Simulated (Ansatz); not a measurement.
Input

```
crystal:
  periodic: [false, false, false]
  atoms:
    - { symbol: Al, position_ang: [-0.056868, -0.468155, -0.538869] }
    - { symbol: C, position_ang: [-0.04036, -0.254604, 2.619064] }
    - { symbol: H, position_ang: [-1.029488, -0.261338, 3.113859] }
    - { symbol: H, position_ang: [0.739578, -0.608593, 3.320349] }
    - { symbol: H, position_ang: [0.20331, 0.779713, 2.302642] }
    - { symbol: H, position_ang: [1.367754, 0.179225, -0.902489] }
    - { symbol: H, position_ang: [-1.419623, 0.342523, -0.811853] }
    - { symbol: H, position_ang: [-0.121952, -1.891013, 0.128114] }
    - { symbol: H, position_ang: [-0.070551, -0.961458, 1.754883] }
basis:
  gaussian: { orbitals: cc-pVDZ }
hamiltonian:
  xc: pbe
relax:
  f_tol: 0.03
  max_steps: 50
output:
  orbitals: {}
```

Run with:

```sh
ansatz run input.yaml --threads 1 --pin off --max-ram 2048MiB --backend cpu --events-out ev --progress --plain --runs-dir out
```

The fields are those of the run's last geometry, not of the input's.

Method: RKS PBE/cc-pVDZ (Ansatz 0.2.0).

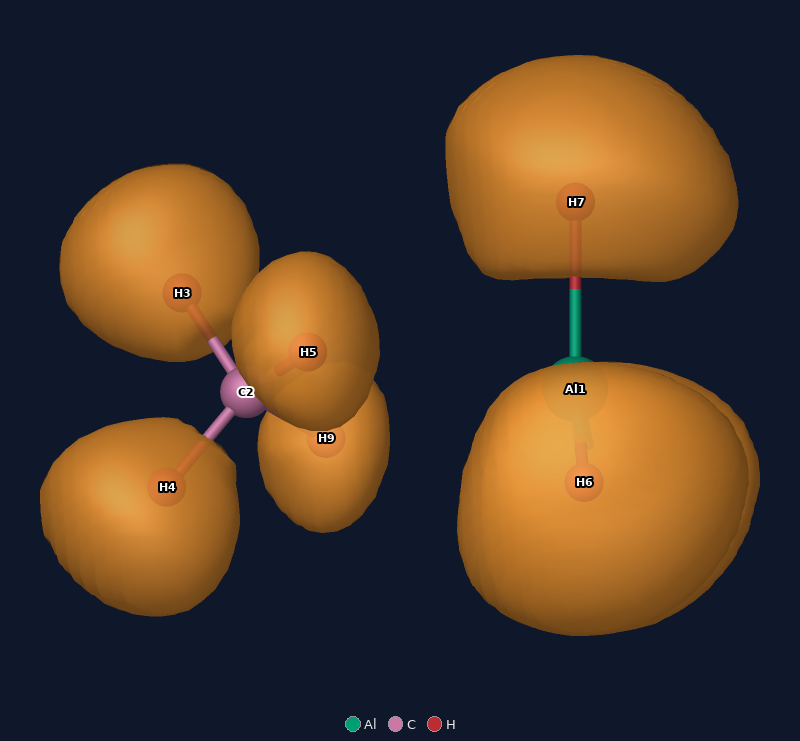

AlH$_{3}$···CH$_{4}$. Isosurface of the ELF at 0.9 (orange), seen from one side. Core shells and regions of very low density are left out.

> Where are the electrons localised?

The surface consists of seven regions around hydrogen nuclei.

Values along the shortest contacts:
Al1···H9 (2.33 Å): the ELF climbs to about 1 towards the hydrogen. C–H (1.10 Å): the ELF climbs to about 1 towards the hydrogen: a covalent bond by its length.
